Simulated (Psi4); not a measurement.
**GeH3Cl (GeClH3): levels of theory compared**

Aim: a comparison of 3 runs (TPSS/3-21G, B3LYP/6-31G*, B3LYP/6-31G**) of GeH3Cl (GeClH3). 

Program for the calculation: Psi4 1.11.

6 further runs of the same task are left out: 6 for a known fault of the program.

### 1 The structure to begin with

The species is GeH3Cl (5 atoms), meant as a singlet with charge 0. As SMILES, `[H][Ge]([H])([H])[Cl]`. Geometry: a GFN2-xTB relaxation, a rough one for these elements and not checked as a minimum.

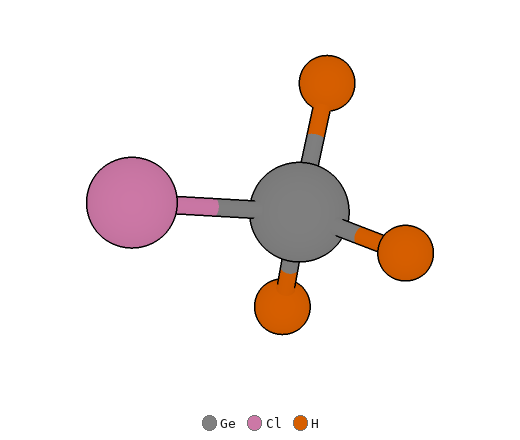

Viewed from a chosen angle; germanium grey, chlorine pink, hydrogen orange.

### 2 The energy at TPSS/3-21G (run 1)

Input file clgeh3.json:

```json
{
  "schema_name": "qcschema_input",
  "schema_version": 1,
  "molecule": {
    "schema_name": "qcschema_molecule",
    "schema_version": 2,
    "symbols": ["Ge", "Cl", "H", "H", "H"],
    "geometry": [-0.00175745, 0.00198421, -0.23663151, 0.0234893, -0.03564023, 3.70382541, 2.67343334, 0.01953977, -1.17306639, -1.35551945, 2.32946539, -1.12247842, -1.33964575, -2.31536804, -1.1716302],
    "molecular_charge": 0,
    "molecular_multiplicity": 1,
    "fix_symmetry": "c1"
  },
  "driver": "energy",
  "model": {
    "method": "tpss",
    "basis": "3-21G"
  },
  "keywords": {
    "puream": true,
    "e_convergence": 1e-09,
    "d_convergence": 1e-08,
    "scf_type": "pk",
    "dft_radial_points": 99,
    "dft_spherical_points": 590
  }
}
```

Run with:

```
$ psi4 --qcschema clgeh3.json -n 1 --memory 1600MB
```

stdout:

```text
[...]
  Running in c1 symmetry.
[...]
  Nuclear repulsion =  181.749033631868542
[...]
  Multiplicity = 1
[...]
  Nalpha       = 26
  Nbeta        = 26
[...]
    Number of basis functions: 41
[...]
   @RKS iter   1: -2526.22490418054122   -2.52373e+00   1.96402e-02 ADIIS/DIIS
[...]
   @RKS iter   9: -2526.69845163338687   -8.18545e-12   2.75090e-09 DIIS
[...]
    Orbital Energies [Eh]
    ---------------------
    Doubly Occupied:
       1A   -395.143314     2A   -100.278131     3A    -49.055113
       4A    -43.487914     5A    -43.486488     6A    -43.486486
       7A     -9.166977     8A     -6.954722     9A     -6.944571
      10A     -6.944568    11A     -5.991831    12A     -4.158890
      13A     -4.152525    14A     -4.152522    15A     -1.006365
      16A     -0.999245    17A     -0.999238    18A     -0.991796
      19A     -0.991791    20A     -0.778897    21A     -0.531583
      22A     -0.360130    23A     -0.360055    24A     -0.355675
      25A     -0.280630    26A     -0.280610
[...]
  @RKS Final Energy: -2526.69845163338687
   => Energetics <=
    Nuclear Repulsion Energy =            181.7490336318685422
    One-Electron Energy =               -3880.7338172910681351
    Two-Electron Energy =                1280.6325586518066757
    DFT Exchange-Correlation Energy =    -108.3462266259937650
    Empirical Dispersion Energy =           0.0000000000000000
    VV10 Nonlocal Energy =                  0.0000000000000000
    Total Energy =                      -2526.6984516333868669
[...]
 Multipole Moments:
 ------------------------------------------------------------------------------------
     Multipole            Electronic (a.u.)      Nuclear  (a.u.)        Total (a.u.)
 ------------------------------------------------------------------------------------
 L = 1.  Multiply by 2.5417464519 to convert [e a0] to [Debye]
 Dipole X            :         -0.0164413            0.0102315           -0.0062098
 Dipole Y            :          0.0221934           -0.0135699            0.0086235
 Dipole Z            :         -2.4276901            1.4967820           -0.9309081
 Magnitude           :                                                    0.9309688
[...]
```

The result, in JSON:

```text
{
 "driver": "energy",
 "model": {
  "method": "tpss",
  "basis": "3-21G"
 },
 "success": true,
 "return_result": -2526.698451633387,
 "properties": {
  "calcinfo_nbasis": 41,
  "calcinfo_nmo": 41,
  "calcinfo_nalpha": 26,
  "calcinfo_nbeta": 26,
  "calcinfo_natom": 5,
  "nuclear_repulsion_energy": 181.74903363186854,
  "return_energy": -2526.698451633387,
  "scf_one_electron_energy": -3880.733817291068,
  "scf_two_electron_energy": 1280.6325586518067,
  "scf_xc_energy": -108.34622662599376,
  "scf_dipole_moment": [-0.006209756958675372, 0.008623451878730926, -0.9309081093001117],
  "scf_total_energy": -2526.698451633387,
  "scf_iterations": 9
 }
}
```

Wall time 27 s (1 thread of AMD EPYC 7R43 (Zen 3), shared host); peak memory 0.86 GiB.

### 3 Energy and gradient at B3LYP/6-31G(d) (Cartesian functions) (run 2)

Input file input.in:

```
memory 1600 mb

molecule mol {
  0 1
  Ge    -0.000930     0.001050    -0.125220
  Cl     0.012430    -0.018860     1.959980
  H      1.414720     0.010340    -0.620760
  H     -0.717310     1.232700    -0.593990
  H     -0.708910    -1.225240    -0.620000
  symmetry c1
  no_reorient
  no_com
}

set globals {
  basis 6-31G*
  reference rks
  puream false
  e_convergence 1e-09
  d_convergence 1e-08
  scf_type pk
  dft_radial_points 99
  dft_spherical_points 590
}

E, wfn = gradient("b3lyp", return_wfn=True)
oeprop(wfn, "MAYER_INDICES", "LOWDIN_CHARGES", "QUADRUPOLE", title="B3LYP")
```

Run with:

```
$ psi4 input.in input.out -n 1
```

input.out:

```text
[...]
  Running in c1 symmetry.
[...]
  Nuclear repulsion =  181.749033709909241
[...]
  Multiplicity = 1
[...]
  Nalpha       = 26
  Nbeta        = 26
[...]
    Number of basis functions: 60
[...]
   @RKS iter   1: -2537.23271470324926   -1.58731e+00   4.84302e-02 ADIIS/DIIS
[...]
   @RKS iter  11: -2538.79097720236905   -1.81899e-12   1.14114e-09 DIIS
[...]
  @RKS Final Energy: -2538.79097720236905
   => Energetics <=
    Nuclear Repulsion Energy =            181.7490337099092415
    One-Electron Energy =               -3892.9523122678951950
    Two-Electron Energy =                1259.6796604521857716
    DFT Exchange-Correlation Energy =     -87.2673590965693506
    Empirical Dispersion Energy =           0.0000000000000000
    VV10 Nonlocal Energy =                  0.0000000000000000
    Total Energy =                      -2538.7909772023690493
[...]
  -Total Gradient:
     Atom            X                  Y                   Z
    ------   -----------------  -----------------  -----------------
       1        0.000162494254    -0.000294051266     0.025817337930
       2       -0.000230208167     0.000385731996    -0.035673678409
       3       -0.014659038369    -0.000098565991     0.003377615300
       4        0.007387234746    -0.012670345479     0.003143404202
       5        0.007339016476     0.012677678764     0.003337612473
[...]
 Multipole Moments:
 ------------------------------------------------------------------------------------
     Multipole            Electronic (a.u.)      Nuclear  (a.u.)        Total (a.u.)
 ------------------------------------------------------------------------------------
 L = 1.  Multiply by 2.5417464519 to convert [e a0] to [Debye]
 Dipole X            :         -0.3260940            0.3213479           -0.0047461
 Dipole Y            :          0.5153107           -0.5087521            0.0065586
 Dipole Z            :        -52.6330853           51.9256488           -0.7074365
 Magnitude           :                                                    0.7074828
 L = 2.  Multiply by 1.3450342976 to convert [e a0^2] to [Debye ang]
 Quadrupole XX       :        -34.2836342           10.7888081          -23.4948261
 Quadrupole XY       :          0.0179708           -0.0179678            0.0000030
[...]
```

Run time: 21 s. Hardware: 1 thread of AMD EPYC 7R43 (Zen 3), shared host; peak memory 0.64 GiB.

### 4 A single-point energy at B3LYP/6-31G(d,p) (spherical functions) (run 3)

Input file input.json:

```json
{
  "schema_name": "qcschema_input",
  "schema_version": 1,
  "molecule": {
    "schema_name": "qcschema_molecule",
    "schema_version": 2,
    "symbols": ["Ge", "Cl", "H", "H", "H"],
    "geometry": [-0.00175745, 0.00198421, -0.23663151, 0.0234893, -0.03564023, 3.70382541, 2.67343334, 0.01953977, -1.17306639, -1.35551945, 2.32946539, -1.12247842, -1.33964575, -2.31536804, -1.1716302],
    "molecular_charge": 0,
    "molecular_multiplicity": 1,
    "fix_symmetry": "c1",
    "fix_com": true,
    "fix_orientation": true
  },
  "driver": "energy",
  "model": {
    "method": "b3lyp",
    "basis": "6-31G**"
  },
  "keywords": {
    "puream": true,
    "e_convergence": 1e-09,
    "d_convergence": 1e-08,
    "scf_type": "pk",
    "dft_radial_points": 99,
    "dft_spherical_points": 590,
    "scf_properties": ["WIBERG_LOWDIN_INDICES", "MULLIKEN_CHARGES", "MAYER_INDICES"]
  }
}
```

Run with:

```
$ psi4 --qcschema input.json -n 1 --memory 1600MB
```

stdout:

```text
[...]
  Running in c1 symmetry.
[...]
  Nuclear repulsion =  181.749033631868542
[...]
  Multiplicity = 1
[...]
  Nalpha       = 26
  Nbeta        = 26
[...]
    Number of basis functions: 65
[...]
   @RKS iter   1: -2537.35767806895456   -1.73469e+00   4.15640e-02 DIIS/ADIIS
[...]
   @RKS iter  10: -2538.78688551089363   -1.90994e-11   7.39992e-09 DIIS
[...]
    Orbital Energies [Eh]
    ---------------------
    Doubly Occupied:
       1A   -398.760964     2A   -101.515063     3A    -49.839090
       4A    -44.363243     5A    -44.362113     6A    -44.362111
       7A     -9.449570     8A     -7.210688     9A     -7.203562
      10A     -7.203560    11A     -6.270281    12A     -4.443605
      13A     -4.439117    14A     -4.439113    15A     -1.248492
      16A     -1.245180    17A     -1.245177    18A     -1.240886
      19A     -1.240882    20A     -0.824728    21A     -0.574454
      22A     -0.387535    23A     -0.383361    24A     -0.383290
      25A     -0.310926    26A     -0.310906
[...]
  @RKS Final Energy: -2538.78688551089363
   => Energetics <=
    Nuclear Repulsion Energy =            181.7490336318685422
    One-Electron Energy =               -3893.0375063501105615
    Two-Electron Energy =                1259.7985866524848007
    DFT Exchange-Correlation Energy =     -87.2969994451364215
    Empirical Dispersion Energy =           0.0000000000000000
    VV10 Nonlocal Energy =                  0.0000000000000000
    Total Energy =                      -2538.7868855108931712
[...]
 Multipole Moments:
 ------------------------------------------------------------------------------------
     Multipole            Electronic (a.u.)      Nuclear  (a.u.)        Total (a.u.)
 ------------------------------------------------------------------------------------
 L = 1.  Multiply by 2.5417464519 to convert [e a0] to [Debye]
 Dipole X            :         -0.3261444            0.3213478           -0.0047966
 Dipole Y            :          0.5153919           -0.5087521            0.0066399
 Dipole Z            :        -52.6415469           51.9256486           -0.7158983
 Magnitude           :                                                    0.7159451
[...]
  Mulliken Charges: (a.u.)
   Center  Symbol    Alpha    Beta     Spin     Total
       1    GE    15.96383 15.96383  0.00000  0.07234
       2    CL     8.57522  8.57522  0.00000 -0.15044
       3     H     0.48699  0.48699  0.00000  0.02602
       4     H     0.48697  0.48697  0.00000  0.02607
       5     H     0.48699  0.48699  0.00000  0.02602
   Total alpha = 26.00000, Total beta = 26.00000, Total charge = -0.00000
  Mayer Bond Indices:
[...]
```

The result, in JSON:

```text
{
 "driver": "energy",
 "model": {
  "method": "b3lyp",
  "basis": "6-31G**"
 },
 "success": true,
 "return_result": -2538.7868855108936,
 "properties": {
  "calcinfo_nbasis": 65,
  "calcinfo_nmo": 65,
  "calcinfo_nalpha": 26,
  "calcinfo_nbeta": 26,
  "calcinfo_natom": 5,
  "nuclear_repulsion_energy": 181.74903363186854,
  "return_energy": -2538.7868855108936,
  "scf_one_electron_energy": -3893.0375063501106,
  "scf_two_electron_energy": 1259.7985866524848,
  "scf_xc_energy": -87.29699944513642,
  "scf_dipole_moment": [-0.004796581573517811, 0.006639855402506223, -0.7158982723922449],
  "scf_total_energy": -2538.7868855108936,
  "scf_iterations": 10
 }
}
```

Run time: 15 s. Hardware: 1 thread of AMD EPYC 7R43 (Zen 3), shared host; peak memory 0.67 GiB.

### 5 All runs side by side

| run | level | task | Cartesian functions | energy (Eh) | dipole moment (D) | HOMO energy (eV) | LUMO energy (eV) | wall time |
| --- | --- | --- | --- | --- | --- | --- | --- | --- |
| 1 | TPSS/3-21G | energy | no | -2526.698452 | 2.37 | -7.64 | -0.77 | 27 s |
| 2 | B3LYP/6-31G* (Cartesian functions) | gradient | yes | -2538.790977 | 1.80 | -8.48 | -0.31 | 21 s |
| 3 | B3LYP/6-31G** (spherical functions) | energy | no | -2538.786886 | 1.82 | -8.46 | -0.31 | 15 s |

### 6 Results

| quantity | value |
| --- | --- |
| run 3: total energy | -2538.78689 Eh |
| run 3: dipole moment | 1.82 D |
| run 3: HOMO energy | -8.46 eV |
| run 3: LUMO energy | -0.31 eV |
| run 3: HOMO–LUMO gap | 8.15 eV |

The dipole moment (its size) runs from 1.80 D (B3LYP/6-31G*) to 2.37 D (TPSS/3-21G). The two ends differ in method and basis. The HOMO–LUMO gap runs from 6.86 eV (TPSS/3-21G) to 8.17 eV (B3LYP/6-31G*). Totals of different functionals can't be ranked against each other. All runs together took 63 s, the longest 27 s.
